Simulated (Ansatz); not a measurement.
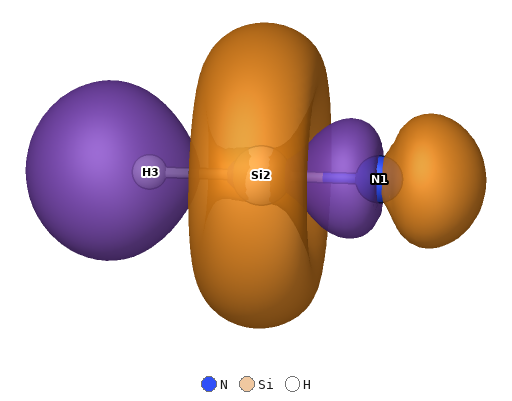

HNSi (SMILES N#[SiH]). The LUMO at ±0.08 Å⁻³ᐟ² (orange and purple are the two phases), seen from one side.

Geometry: PBE-D3(BJ)/def2-SVP.

The calculation used Ansatz 0.2.0, isolated molecule in a Gaussian basis; Kohn-Sham density functional theory, functional PBE0.

Question: What is the character of this orbital?

Answer: It lies mainly on Si2 (about 55 %), H3 (about 25 %) and N1 (about 20 %); it is of σ type. Its energy is −2.38 eV.
